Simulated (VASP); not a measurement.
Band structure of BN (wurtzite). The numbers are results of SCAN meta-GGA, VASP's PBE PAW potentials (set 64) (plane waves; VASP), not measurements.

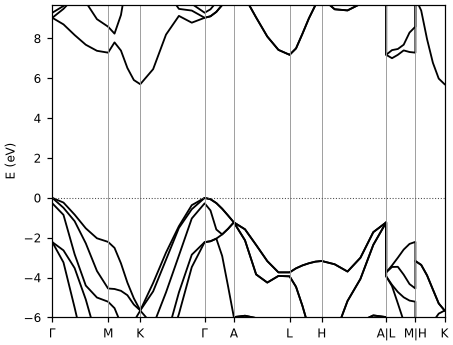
Figure. Bands along high-symmetry lines, zero at the valence-band maximum or, without a gap, the Fermi level

Q: Read the plot: is there a gap, and where are the band edges?

A: The gap is indirect, 5.71 eV, from the valence maximum at Γ to the conduction minimum at K.

The compound is BN in the wurtzite structure, a metastable high-pressure form. It was relaxed first.
